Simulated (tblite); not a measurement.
Geometry relaxation of C$_{3}$H$_{8}$NSi$_{2}$ (part 1 of 4)

System: C$_{3}$H$_{8}$NSi$_{2}$, multiplicity 2, SMILES [N]=CC1[SiH2]C[SiH2]1.
Method: GFN2-xTB geometry optimisation, gas phase (tblite 0.8.0).

It belongs to a series of runs on one base structure; here: H added to sp C.

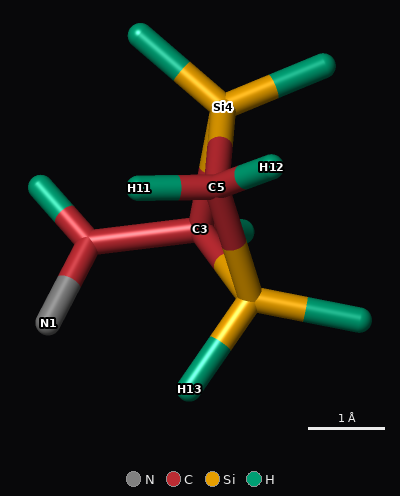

Fig. 1: The structure as given in the input (stick view, seen at a tilt; atoms are numbered from 1 in the order of the input).

**Results in brief**

```json
{"quantity": "outcome", "value": "converged"}
{"quantity": "total energy", "value": "−455.5547 eV"}
{"quantity": "hardware", "value": "1 CPU thread, shared host"}
{"quantity": "wall time", "value": "0.74 s"}
{"quantity": "peak memory", "value": "0.18 GiB"}
```

**Input file**
```
{"job": {"kind": "relax", "xc": "GFN2-xTB", "basis": "xTB"}, "charge": 0, "multiplicity": 2}
N     -0.850300    -1.835700     1.493900
C     -1.380800    -1.060300     0.571500
C     -0.561700    -0.650400    -0.600800
Si    -0.482700     1.243300    -0.585600
C      1.010600     0.995600     0.547200
Si     1.234700    -0.712700    -0.181000
H     -2.419800    -0.728200     0.700200
H     -0.872600    -1.024600    -1.576300
H     -1.638400     1.857300     0.076800
H     -0.155700     1.796700    -1.900900
H      0.651500     0.982000     1.578000
H      1.842900     1.690600     0.356500
H      1.469600    -1.779200     0.822900
H      2.151800    -0.774900    -1.324400
```

The first line tells a small driver script what to run in tblite; the rest is the geometry in Å.

Run as:
```bash
OMP_NUM_THREADS=1 python <driver script> task.json out
```

**Output**
```
step      E/eV     max force
  0    -454.77274    5.125
  1    -455.05593    4.882
  2    -455.20075    1.080
  3    -455.24032    0.577
  4    -455.31713    0.675
  5    -455.33871    0.494
  6    -455.35755    0.336
  7    -455.36642    0.298
  8    -455.37755    0.306
  9    -455.38575    0.263
 10    -455.39413    0.255
 11    -455.40160    0.288
 12    -455.40896    0.264
 13    -455.41478    0.184
 14    -455.41991    0.196
 15    -455.42572    0.222
 16    -455.43282    0.296
 17    -455.44085    0.284
 18    -455.44852    0.227
 19    -455.45519    0.250
 20    -455.46191    0.249
 21    -455.46858    0.234
 22    -455.47448    0.228
 23    -455.48060    0.243
 24    -455.48714    0.253
 25    -455.49302    0.254
 26    -455.49771    0.172
 27    -455.49794    0.542
 28    -455.50483    0.165
 29    -455.50793    0.153
 30    -455.51315    0.208
 31    -455.51494    0.137
 32    -455.51695    0.100
 33    -455.51845    0.097
 34    -455.51937    0.103
 35    -455.52058    0.132
 36    -455.52240    0.153
 37    -455.52493    0.167
 38    -455.52742    0.206
 39    -455.52952    0.150
 40    -455.53135    0.172
 41    -455.53297    0.224
 42    -455.53442    0.127
 43    -455.53599    0.092
 44    -455.53772    0.077
 45    -455.53842    0.066
 46    -455.53914    0.045
 47    -455.53943    0.045
 48    -455.53985    0.058
 49    -455.54044    0.069
 50    -455.54110    0.066
 51    -455.54154    0.057
 52    -455.54177    0.036
 53    -455.54189    0.030
 54    -455.54201    0.022
 55    -455.54214    0.035
 56    -455.54230    0.043
 57    -455.54247    0.041
 58    -455.54271    0.050
 59    -455.54302    0.048
 60    -455.54342    0.063
 61    -455.54384    0.054
 62    -455.54424    0.080
 63    -455.54460    0.048
 64    -455.54497    0.059
 65    -455.54541    0.054
 66    -455.54606    0.067
 67    -455.54690    0.087
 68    -455.54788    0.097
 69    -455.54873    0.075
 70    -455.54934    0.057
 71    -455.54964    0.071
 72    -455.55005    0.046
 73    -455.55042    0.049
 74    -455.55094    0.049
 75    -455.55139    0.057
 76    -455.55165    0.044
 77    -455.55182    0.030
 78    -455.55194    0.031
 79    -455.55209    0.027
 80    -455.55232    0.040
 81    -455.55259    0.049
 82    -455.55286    0.052
 83    -455.55308    0.035
 84    -455.55324    0.025
 85    -455.55335    0.021
 86    -455.55342    0.027
 87    -455.55348    0.029
 88    -455.55355    0.036
 89    -455.55365    0.027
 90    -455.55376    0.034
 91    -455.55387    0.027
 92    -455.55394    0.020
 93    -455.55399    0.018
 94    -455.55402    0.017
 95    -455.55405    0.018
 96    -455.55409    0.019
 97    -455.55414    0.030
 98    -455.55421    0.026
 99    -455.55428    0.021
100    -455.55433    0.019
101    -455.55437    0.015
102    -455.55440    0.017
103    -455.55444    0.017
104    -455.55450    0.020
105    -455.55458    0.025
106    -455.55464    0.014
107    -455.55468    0.053
108    -455.55470    0.018
109    -455.55472    0.011
110    -455.55474    0.009
```

**Trajectory as extended XYZ (Å, eV, eV/Å), 57 of the 111 frames kept, from step=0 to step=110**
```
14
Properties=species:S:1:pos:R:3:forces:R:3 step=0 energy=-454.77274
N    -0.8503   -1.8357    1.4939   -2.2020   3.1550  -3.3860
C    -1.3808   -1.0603    0.5715    2.1110  -3.4710   3.0780
C    -0.5617   -0.6504   -0.6008   -1.6620   0.0640  -0.7370
Si   -0.4827    1.2433   -0.5856   -0.5270   0.9680   0.0730
C     1.0106    0.9956    0.5472    0.4880   1.1560  -0.2010
Si    1.2347   -0.7127   -0.1810    1.7560  -1.7900   0.9750
H    -2.4198   -0.7282    0.7002    0.3240  -0.1030  -0.2380
H    -0.8726   -1.0246   -1.5763   -0.4080  -0.3620   0.3370
H    -1.6384    1.8573    0.0768   -0.0110   0.0970  -0.1750
H    -0.1557    1.7967   -1.9009   -0.0990  -0.0020   0.0510
H     0.6515    0.9820    1.5780    0.5800   0.1570  -0.1300
H     1.8429    1.6906    0.3565   -0.3690  -0.1820   0.6900
H     1.4696   -1.7792    0.8229    0.1310   0.2420  -0.3570
H     2.1518   -0.7749   -1.3244   -0.1130   0.0720   0.0190
14
Properties=species:S:1:pos:R:3:forces:R:3 step=2 energy=-455.20075
N    -0.8707   -1.8083    1.4704   -0.5680   0.6950  -0.6010
C    -1.3669   -1.0946    0.5892    0.3010  -0.8690   0.3680
C    -0.5891   -0.6444   -0.6131   -0.0070   0.3270  -0.0050
Si   -0.4926    1.2611   -0.5834   -0.1030   0.2850   0.0880
C     1.0175    1.0143    0.5411   -0.0960  -0.0570  -0.2970
Si    1.2655   -0.7451   -0.1617    0.0760  -0.2030   0.2860
H    -2.4094   -0.7314    0.6935    0.3030  -0.1360  -0.2490
H    -0.8843   -1.0353   -1.5713   -0.5310  -0.4600  -0.0080
H    -1.6402    1.8607    0.0735   -0.2180   0.2340  -0.0410
H    -0.1581    1.7971   -1.9001   -0.1020   0.0490  -0.0040
H     0.6655    0.9861    1.5747    0.5140   0.1680  -0.1330
H     1.8382    1.6899    0.3719    0.1580   0.2670   0.4680
H     1.4740   -1.7771    0.8176    0.2730  -0.3110   0.1590
H     2.1500   -0.7735   -1.3245   -0.0010   0.0120  -0.0300
14
Properties=species:S:1:pos:R:3:forces:R:3 step=4 energy=-455.31713
N    -0.8908   -1.7919    1.4699    0.1700  -0.3910   0.4860
C    -1.3665   -1.1255    0.5723    0.0580   0.4120  -0.5320
C    -0.5951   -0.6231   -0.6231    0.0950  -0.2900  -0.1730
Si   -0.5037    1.2855   -0.5773   -0.0430  -0.0220  -0.0120
C     1.0184    1.0174    0.5190    0.2790   0.0980   0.0720
Si    1.2754   -0.7644   -0.1402   -0.2210   0.1380  -0.1600
H    -2.3867   -0.7424    0.6703   -0.2320  -0.0520  -0.2840
H    -0.9269   -1.0710   -1.5638   -0.1950  -0.0460   0.2980
H    -1.6587    1.8811    0.0698   -0.1880   0.2320  -0.0130
H    -0.1671    1.8017   -1.9003   -0.1060   0.0960  -0.0210
H     0.7084    0.9997    1.5639    0.2090   0.0390  -0.0440
H     1.8468    1.7082    0.4116    0.0240   0.0620   0.1300
H     1.4976   -1.8031    0.8306    0.2160  -0.2390   0.1280
H     2.1485   -0.7728   -1.3249   -0.0660  -0.0380   0.1250
14
Properties=species:S:1:pos:R:3:forces:R:3 step=6 energy=-455.35755
N    -0.9021   -1.7898    1.4784   -0.0080  -0.0590  -0.0180
C    -1.3567   -1.1328    0.5531    0.0100   0.2110   0.1680
C    -0.5932   -0.6252   -0.6341    0.1010  -0.1690   0.0460
Si   -0.5115    1.2967   -0.5733    0.0230  -0.1520   0.0460
C     1.0311    1.0237    0.5100    0.0990   0.0450   0.0840
Si    1.2712   -0.7709   -0.1340   -0.0500   0.0010  -0.0340
H    -2.3850   -0.7527    0.6412   -0.1310  -0.1260  -0.2830
H    -0.9613   -1.0935   -1.5469   -0.0620   0.0390   0.0860
H    -1.6779    1.9043    0.0662   -0.0090   0.1120  -0.0780
H    -0.1783    1.8096   -1.9013   -0.1160   0.0870   0.0210
H     0.7424    1.0088    1.5570    0.0030  -0.0430   0.1020
H     1.8548    1.7227    0.4387    0.0940   0.0410  -0.1190
H     1.5215   -1.8268    0.8413    0.0930   0.0730  -0.1290
H     2.1443   -0.7746   -1.3185   -0.0470  -0.0600   0.1100
14
Properties=species:S:1:pos:R:3:forces:R:3 step=8 energy=-455.37755
N    -0.9080   -1.7923    1.4809   -0.0800   0.1560  -0.1410
C    -1.3514   -1.1222    0.5564   -0.1130  -0.1080   0.2630
C    -0.5851   -0.6371   -0.6345   -0.0520   0.1310   0.1620
Si   -0.5131    1.2912   -0.5682    0.0460  -0.0160   0.0550
C     1.0434    1.0288    0.5123   -0.0720  -0.0340   0.0230
Si    1.2658   -0.7726   -0.1334    0.1610  -0.0380   0.1300
H    -2.3943   -0.7666    0.6070   -0.0110  -0.1230  -0.1950
H    -0.9816   -1.1012   -1.5333   -0.0120  -0.0040  -0.0310
H    -1.6865    1.9228    0.0584    0.1340  -0.0150  -0.1250
H    -0.1923    1.8195   -1.8996   -0.1180   0.0250   0.1010
H     0.7583    1.0099    1.5610   -0.0060  -0.0310   0.0820
H     1.8652    1.7322    0.4419    0.0480  -0.0170  -0.1540
H     1.5396   -1.8326    0.8370    0.0490   0.1290  -0.1550
H     2.1394   -0.7800   -1.3081    0.0280  -0.0550  -0.0170
14
Properties=species:S:1:pos:R:3:forces:R:3 step=10 energy=-455.39413
N    -0.9134   -1.7910    1.4824   -0.0380   0.1260   0.0820
C    -1.3572   -1.1131    0.5687   -0.1330  -0.1990  -0.0880
C    -0.5817   -0.6417   -0.6253   -0.1020   0.1740   0.0910
Si   -0.5106    1.2845   -0.5606    0.0540   0.1090   0.0370
C     1.0515    1.0316    0.5180   -0.0590  -0.0440   0.0020
Si    1.2698   -0.7730   -0.1272    0.0840   0.0950   0.0430
H    -2.4070   -0.7865    0.5645   -0.0620  -0.0780  -0.0580
H    -0.9970   -1.1051   -1.5206    0.0770   0.0340   0.0530
H    -1.6843    1.9373    0.0433    0.1270  -0.0530  -0.0740
H    -0.2126    1.8297   -1.8910   -0.0750  -0.0130   0.0920
H     0.7702    1.0082    1.5701    0.0440   0.0210  -0.0040
H     1.8757    1.7370    0.4320   -0.0740  -0.1050  -0.0920
H     1.5586   -1.8297    0.8238    0.0780  -0.0330   0.0240
H     2.1372   -0.7887   -1.3002    0.0790  -0.0350  -0.1080
14
Properties=species:S:1:pos:R:3:forces:R:3 step=12 energy=-455.40896
N    -0.9215   -1.7808    1.4908   -0.0400   0.0560   0.2090
C    -1.3723   -1.1182    0.5728   -0.0470  -0.0720  -0.2500
C    -0.5850   -0.6344   -0.6110    0.0210  -0.0180  -0.0190
Si   -0.5045    1.2859   -0.5507    0.0270   0.0720   0.0190
C     1.0554    1.0317    0.5233    0.0270   0.0040   0.0100
Si    1.2788   -0.7676   -0.1195   -0.0820   0.0400  -0.1210
H    -2.4236   -0.8113    0.5212   -0.1360  -0.0970   0.0390
H    -1.0048   -1.1054   -1.5047    0.1440   0.1090   0.0850
H    -1.6739    1.9475    0.0248   -0.0290   0.0220   0.0680
H    -0.2364    1.8385   -1.8772    0.0110   0.0040  -0.0320
H     0.7846    1.0085    1.5785    0.0610   0.0590  -0.0290
H     1.8799    1.7336    0.4164   -0.0750  -0.0840  -0.0220
H     1.5822   -1.8294    0.8136    0.0830  -0.0930   0.1120
H     2.1406   -0.7992   -1.3006    0.0360  -0.0020  -0.0690
14
Properties=species:S:1:pos:R:3:forces:R:3 step=14 energy=-455.41991
N    -0.9341   -1.7642    1.5058   -0.1280   0.1080   0.0350
C    -1.3860   -1.1316    0.5645    0.0210   0.0310   0.0120
C    -0.5865   -0.6278   -0.6002    0.0870  -0.1110   0.0010
Si   -0.4989    1.2928   -0.5417   -0.0420  -0.0120   0.0050
C     1.0583    1.0312    0.5263    0.0360  -0.0170  -0.0120
Si    1.2824   -0.7646   -0.1191   -0.0560  -0.1460  -0.0690
H    -2.4426   -0.8378    0.4915   -0.0690  -0.1630   0.0420
H    -1.0022   -1.0999   -1.4900    0.1170   0.0960  -0.0880
H    -1.6686    1.9568    0.0161   -0.1100   0.0650   0.1480
H    -0.2532    1.8452   -1.8694    0.0640   0.0110  -0.0940
H     0.8006    1.0133    1.5829    0.0350   0.0530   0.0150
H     1.8795    1.7271    0.4043    0.0530   0.0250  -0.0100
H     1.6052   -1.8342    0.8125    0.0260   0.0390   0.0120
H     2.1454   -0.8068   -1.3058   -0.0340   0.0200   0.0040
14
Properties=species:S:1:pos:R:3:forces:R:3 step=16 energy=-455.43282
N    -0.9578   -1.7375    1.5276   -0.1490   0.1330  -0.1270
C    -1.4006   -1.1436    0.5536    0.0150   0.0800   0.2850
C    -0.5821   -0.6283   -0.5886   -0.0250  -0.0280   0.0250
Si   -0.4967    1.3005   -0.5321   -0.1030  -0.0510  -0.0020
C     1.0637    1.0281    0.5279    0.0200  -0.0400  -0.0590
Si    1.2818   -0.7721   -0.1246    0.0770  -0.1250   0.1130
H    -2.4686   -0.8799    0.4665    0.0600  -0.1800  -0.0310
H    -0.9868   -1.0850   -1.4837    0.0340   0.0080  -0.2820
H    -1.6713    1.9704    0.0207   -0.0340   0.0110   0.1240
H    -0.2642    1.8519   -1.8687    0.0620  -0.0340  -0.0070
H     0.8202    1.0234    1.5878    0.0220   0.0130   0.0050
H     1.8824    1.7208    0.3903    0.1330   0.0730  -0.0130
H     1.6312   -1.8365    0.8140   -0.0280   0.1210  -0.0700
H     2.1483   -0.8127   -1.3128   -0.0840   0.0200   0.0380
14
Properties=species:S:1:pos:R:3:forces:R:3 step=18 energy=-455.44852
N    -0.9941   -1.7002    1.5551   -0.0330   0.0650  -0.0120
C    -1.4203   -1.1469    0.5515   -0.0160   0.0500   0.1290
C    -0.5792   -0.6332   -0.5748   -0.1590   0.0720  -0.0630
Si   -0.5008    1.3057   -0.5202   -0.0460  -0.0590   0.0160
C     1.0743    1.0231    0.5267    0.0120   0.0350  -0.0690
Si    1.2841   -0.7861   -0.1257    0.0550   0.1410   0.1690
H    -2.4996   -0.9462    0.4317    0.1110  -0.0940  -0.1020
H    -0.9630   -1.0634   -1.4934   -0.0210  -0.0380  -0.1930
H    -1.6767    1.9882    0.0362    0.0920  -0.0790   0.0660
H    -0.2738    1.8575   -1.8674    0.0320  -0.0960   0.1320
H     0.8466    1.0368    1.5931    0.0330  -0.0310  -0.0960
H     1.8939    1.7160    0.3709    0.0710   0.0040  -0.0060
H     1.6628   -1.8327    0.8127   -0.0320   0.0270  -0.0030
H     2.1452   -0.8191   -1.3186   -0.1000   0.0050   0.0310
14
Properties=species:S:1:pos:R:3:forces:R:3 step=20 energy=-455.46191
N    -1.0298   -1.6619    1.5828    0.0350   0.0700   0.0750
C    -1.4399   -1.1458    0.5547    0.0350  -0.0570  -0.1510
C    -0.5867   -0.6335   -0.5675   -0.0490   0.0260  -0.0950
Si   -0.5071    1.3063   -0.5066    0.0450  -0.0450   0.0340
C     1.0869    1.0233    0.5209    0.0060   0.1230  -0.0240
Si    1.2886   -0.7885   -0.1150   -0.1200   0.2180   0.0080
H    -2.5215   -1.0161    0.3855    0.0680  -0.0110  -0.0940
H    -0.9469   -1.0481   -1.5106   -0.0270  -0.0070   0.0700
H    -1.6757    2.0017    0.0533    0.1200  -0.1090   0.0650
H    -0.2834    1.8573   -1.8557    0.0240  -0.0970   0.1350
H     0.8768    1.0472    1.5914    0.0110  -0.0350  -0.1060
H     1.9104    1.7128    0.3534   -0.0040  -0.0390  -0.0270
H     1.6932   -1.8294    0.8114   -0.0420  -0.0390   0.0750
H     2.1344   -0.8257   -1.3201   -0.1040   0.0010   0.0350
14
Properties=species:S:1:pos:R:3:forces:R:3 step=22 energy=-455.47448
N    -1.0612   -1.6193    1.6091    0.0030   0.1550  -0.0830
C    -1.4541   -1.1501    0.5502    0.1150  -0.1420  -0.1370
C    -0.5976   -0.6306   -0.5677    0.1270  -0.0660   0.0160
Si   -0.5111    1.3035   -0.4918    0.0730  -0.0080   0.0450
C     1.0976    1.0322    0.5119   -0.0060   0.0820   0.0210
Si    1.2857   -0.7777   -0.1017   -0.1300  -0.0340  -0.0960
H    -2.5321   -1.0808    0.3373    0.0200   0.0070  -0.0690
H    -0.9360   -1.0367   -1.5253   -0.0500   0.0070   0.1880
H    -1.6659    2.0047    0.0759    0.0540  -0.0750   0.1030
H    -0.2884    1.8485   -1.8351    0.0320  -0.0340   0.0030
H     0.9050    1.0542    1.5816   -0.0350   0.0090   0.0290
H     1.9273    1.7093    0.3368    0.0040   0.0250  -0.0710
H     1.7151   -1.8269    0.8149   -0.1140   0.0660   0.0190
H     2.1151   -0.8307   -1.3182   -0.0910   0.0060   0.0320
```
